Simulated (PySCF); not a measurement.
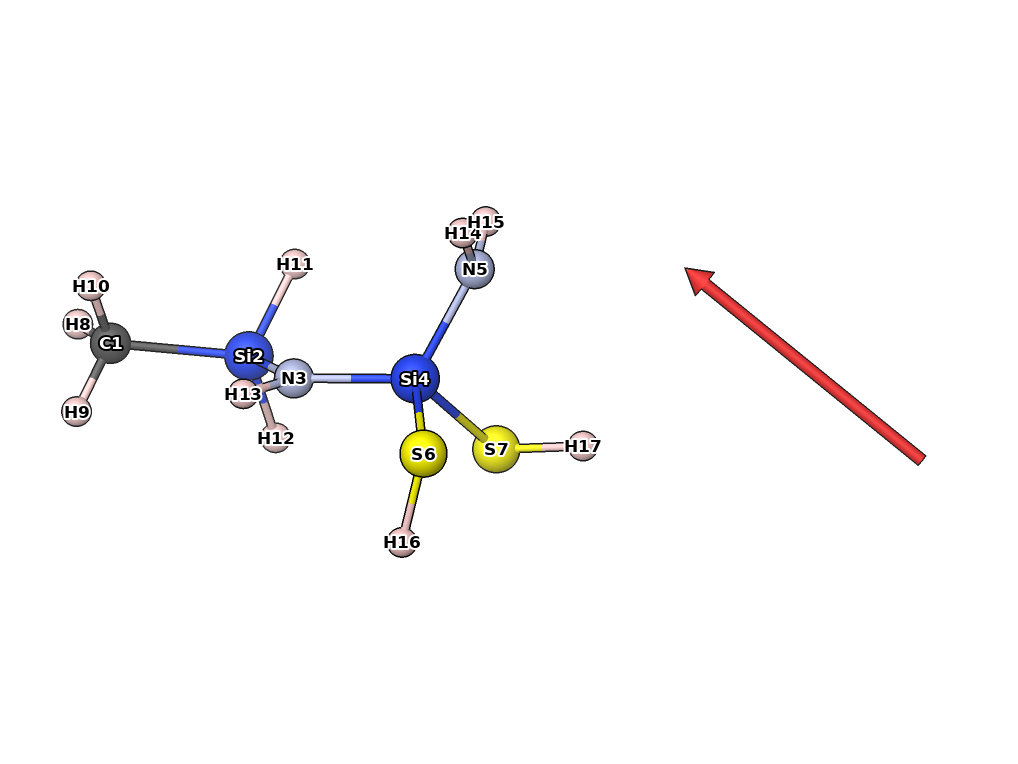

The arrow beside the molecule shows the direction of the dipole moment, from the negative to the positive end (its length means nothing). The computed structure is the end point of a GFN2-xTB optimisation. No frequency run is at hand to confirm it as a minimum. Level of theory: B3LYP/def2-SVPD, gas phase (PySCF 2.14.0).

Estimate the dipole moment.

Answer. 2.12 D; it points from the side of H17 to the side of H10 (the outermost atoms at the two ends).

The geometry is semi-empirical. Around Si such bond lengths and angles can be off by a tenth of an ångström or more and by several degrees, and values that hang on the shape move with them.
